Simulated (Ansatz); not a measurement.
The crystal is Si3N4 (Fd-3m).

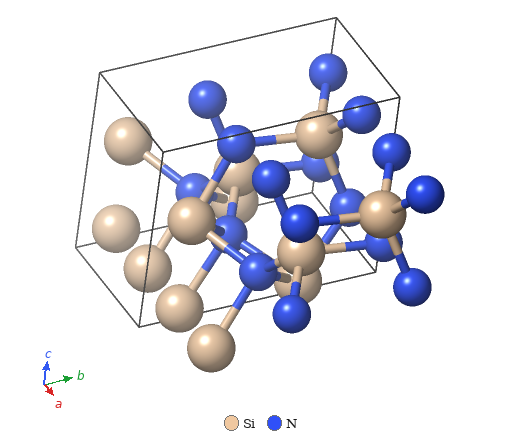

The structure (silicon light orange, nitrogen blue). Bonds to atoms that aren't drawn are left out. 2×1×1 cells are drawn.

```yaml
crystal:
  lattice:
    - [0.00000, 3.89372, 3.89372]
    - [3.89372, 0.00000, 3.89372]
    - [3.89372, 3.89372, 0.00000]
  atoms:
    - { symbol: Si, position: [0.12500, 0.12500, 0.62500] }
    - { symbol: Si, position: [0.12500, 0.62500, 0.12500] }
    - { symbol: Si, position: [0.62500, 0.12500, 0.12500] }
    - { symbol: Si, position: [0.12500, 0.12500, 0.12500] }
    - { symbol: Si, position: [0.75000, 0.75000, 0.75000] }
    - { symbol: Si, position: [0.50000, 0.50000, 0.50000] }
    - { symbol: N, position: [0.36756, 0.36756, 0.36756] }
    - { symbol: N, position: [0.35269, 0.88244, 0.88244] }
    - { symbol: N, position: [0.88244, 0.88244, 0.35269] }
    - { symbol: N, position: [0.88244, 0.35269, 0.88244] }
    - { symbol: N, position: [0.36756, 0.36756, 0.89731] }
    - { symbol: N, position: [0.36756, 0.89731, 0.36756] }
    - { symbol: N, position: [0.88244, 0.88244, 0.88244] }
    - { symbol: N, position: [0.89731, 0.36756, 0.36756] }
```

The cell and positions are those that the Materials Project relaxed with its own functionals (PBE, PBE+U or r2SCAN), kept fixed. This is not the form that Si3N4 usually takes at ambient conditions. PAW set soft_2, made with PBE.

Gaps computed with Ansatz 0.2.0 without a self-energy: LDA 3.21 eV, PBE 3.34 eV, r2SCAN 3.93 eV, HSE06 4.65 eV, PBE0 5.40 eV and DDH-PBE0 4.88 eV. The mean ε∞ by PBE perturbation theory is 5.30.

Q: Estimate the G0W0@PBE gap with 4×4×4 mesh, 542 empty bands, screening to 160 eV, default PAW files.

About 4.69 eV: on its mesh the run moves the gap from 3.37 eV by +1.34 eV, and the mesh misses the edges by 0.03 eV. Among the scalar-relativistic levels given, HSE06 is nearest (−0.04 eV). One-shot corrections scale roughly with one over ε∞, here 0.19. Bands and cutoff are finite, so the gap is not at the basis limit. The miss can reach some tenths of an eV and take either sign; the mesh is an error of its own.

[Paths, hosts, dates, memory and timing lines, banners, echoed tables and standing remarks are left out of the program output.]

[Logs are printed without paths, hosts, clocks, repeated set-up lines and the standing remarks that a program may print on its own settings, such as how far it seeks lower states.]

[Runs of the session that timed out or met a known fault of the program may be left out.]

[Cells called generated may have been cut or substituted from an entry of the Crystallography Open Database or the Materials Project.]

[Hosts, paths, dates, database ids (printed as entryN), source tags and the programs' standing remarks are cut or masked in the printed files.]
